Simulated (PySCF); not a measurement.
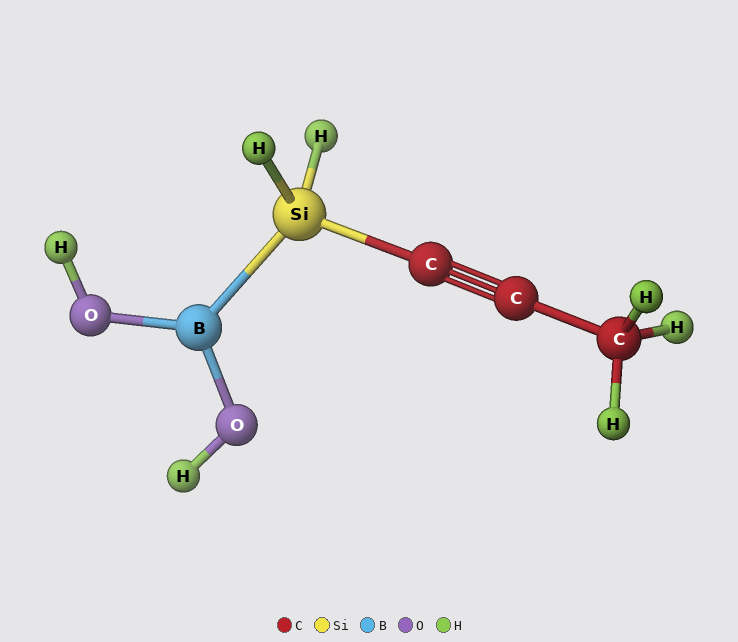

Rendered structure (ball-and-stick style). Double and triple bonds are drawn as two and three sticks.

The computed structure is the end point of a GFN2-xTB optimisation. No frequency run is at hand to confirm it as a minimum.

What does the picture show?

Formula C₃H₇BO₂Si. SMILES: `CC#C[SiH2]B(O)O`. It has no ring. Among its groups: alkyne, Si–H bond. This geometry has C1 symmetry. Coordination: 1 C tetrahedral; 2 C linear; 1 Si tetrahedral; 1 B trigonal planar; 2 O bent.

The parts below concern this one geometry. Atoms keep their numbers from picture to picture.

Quadrupole coupling

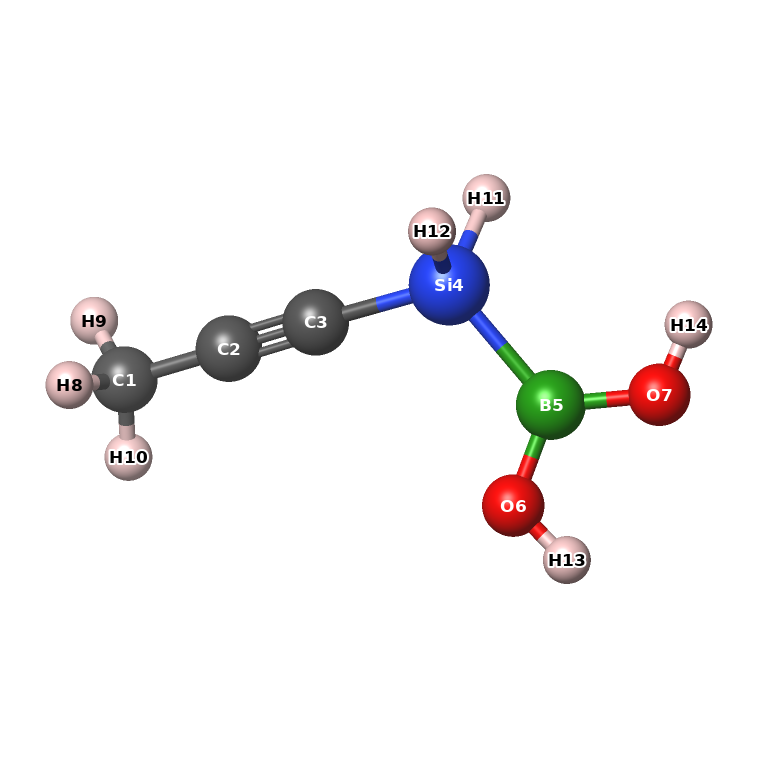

No frequency run is at hand to confirm it as a minimum. Electric field gradients from the ground-state density, PBE0/pcSseg-1 (PySCF 2.14.0), non-relativistic apart from any core potentials.

Give the largest field-gradient component, the quadrupole coupling constant and the asymmetry for 11B at B5 (Q = 40.59 mb), 17O at O6 (Q = −25.6 mb), 17O at O7 (Q = −25.6 mb), 2H at H8 (Q = 2.86 mb), 2H at H9 (Q = 2.86 mb).

```csv
atom,V_zz (a.u.),e²qQ/h (MHz),η
B5,0.341,3.26,0.31
O6,1.410,−8.48,0.02
O7,1.383,−8.32,0.18
H8,0.308,0.207,0.02
H9,0.308,0.207,0.02
```

Bond orders

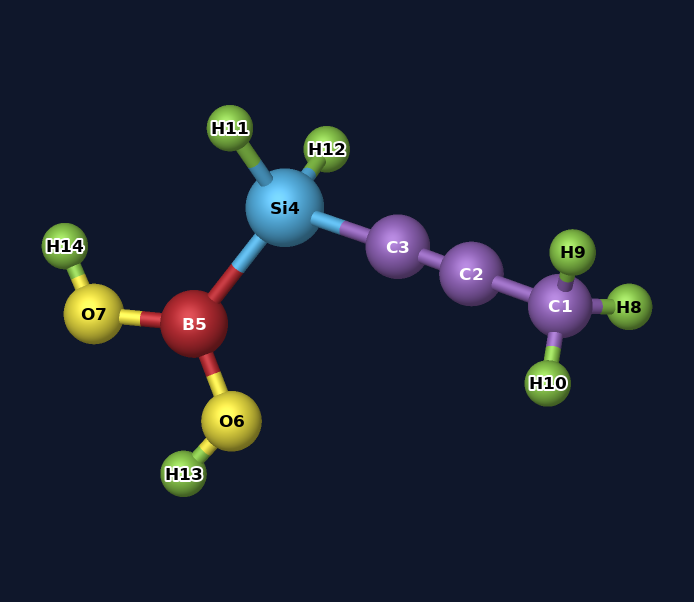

Every bond is drawn as one stick. No frequency run is at hand to confirm it as a minimum. Level of theory: PBE0/pcSseg-1 (PySCF 2.14.0).

Which bond has the highest Mayer bond order?

C2–C3, 2.53, at a length of 1.205 Å.

List the Mayer bond orders of C1–C2, C1–H8, C1–H9, C1–H10, C2–C3, C3–Si4, Si4–B5, Si4–H11, Si4–H12, B5–O6, B5–O7, O6–H13, O7–H14.

```csv
bond,Mayer order,length (Å)
C1–C2,1.17,1.447
C1–H8,0.93,1.090
C1–H9,0.93,1.090
C1–H10,0.92,1.090
C2–C3,2.53,1.205
C3–Si4,1.02,1.846
Si4–B5,0.91,1.976
Si4–H11,0.95,1.484
Si4–H12,0.94,1.480
B5–O6,1.26,1.349
B5–O7,1.18,1.369
O6–H13,0.92,0.960
O7–H14,0.94,0.955
```

NMR shielding

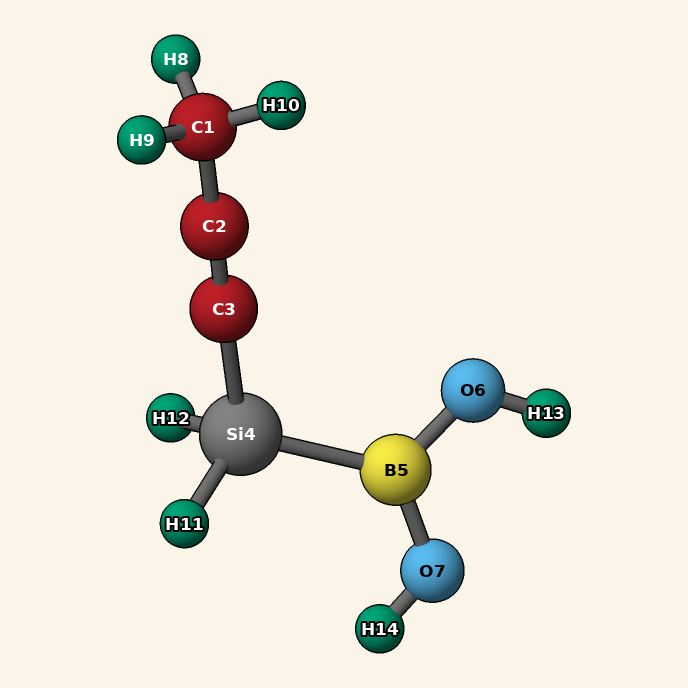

No frequency run is at hand to confirm it as a minimum. Properties computed with GIAO PBE0/pcSseg-1 NMR shielding, non-relativistic, gas phase (PySCF 2.14.0). Principal shieldings σ11 ≤ σ22 ≤ σ33, span Ω = σ33 − σ11, skew κ = 3(σiso − σ22)/Ω.

Give the shielding tensors of the B atoms.

| atom | σ11 | σ22 | σ33 | σiso | Ω | κ |
| --- | --- | --- | --- | --- | --- | --- |
| B5 | 52.7 | 63.0 | 96.7 | 70.8 | 44.0 | 0.53 |

Shieldings and span in ppm.

Dipole moment

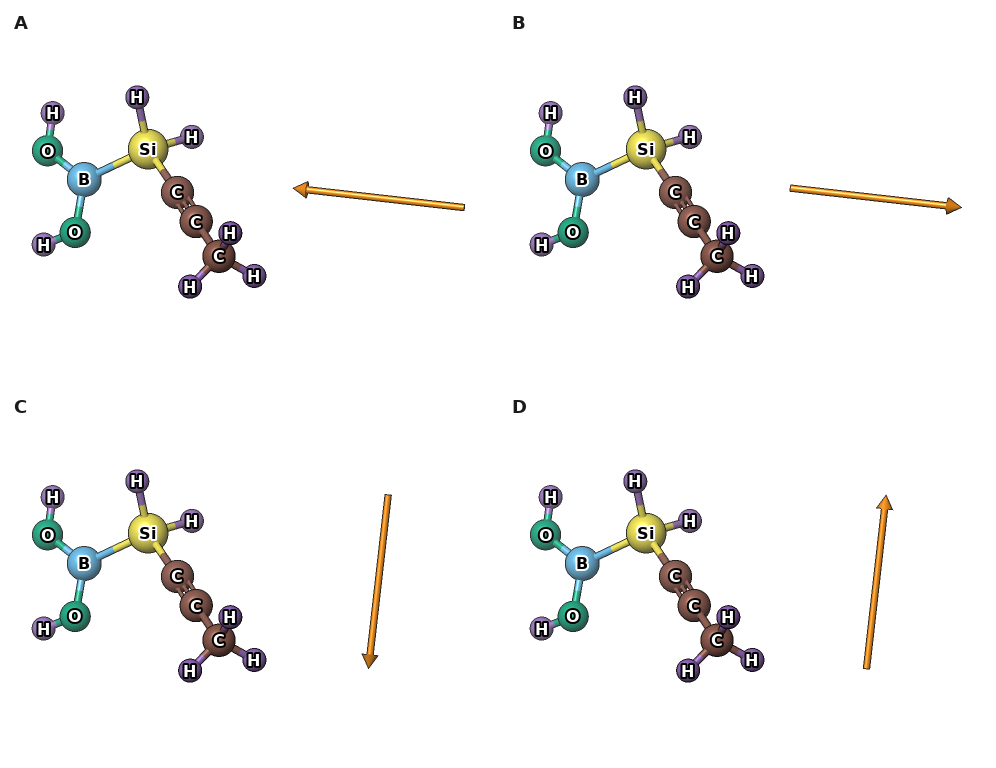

The same molecule four times, each with an arrow. No frequency run is at hand to confirm it as a minimum. Method: PBE0/pcSseg-1, gas phase (PySCF 2.14.0).

Which arrow points along the dipole moment, from the negative to the positive end?

A. The dipole moment is 0.84 D.

The geometry is semi-empirical. Around B, Si such bond lengths and angles can be off by a tenth of an ångström or more and by several degrees, and values that hang on the shape move with them.
